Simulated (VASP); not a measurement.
Band structure of CuI (relaxed from the CsCl type structure, space group Pm-3m). These are r2SCAN meta-GGA, VASP's PBE PAW potentials (set 64) (plane waves; VASP 6.6.1) values and carry that method's errors.

Unless said otherwise, spin-orbit coupling is left out, though it shifts the bands of the heavy elements here.

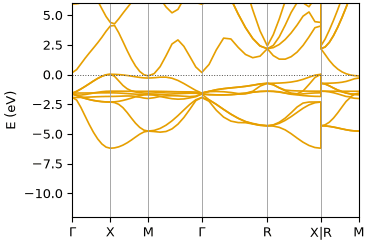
Figure. Bands along high-symmetry lines, zero at the valence-band maximum or, without a gap, the Fermi level

Read the plot: is there a gap, and where are the band edges?

It has no gap at this level: it comes out as a metal or semimetal.

The structure was generated: CuI was put into the CsCl type type (Pm-3m), which need not be its known phase. It was relaxed first, which changed the volume by +12 %.
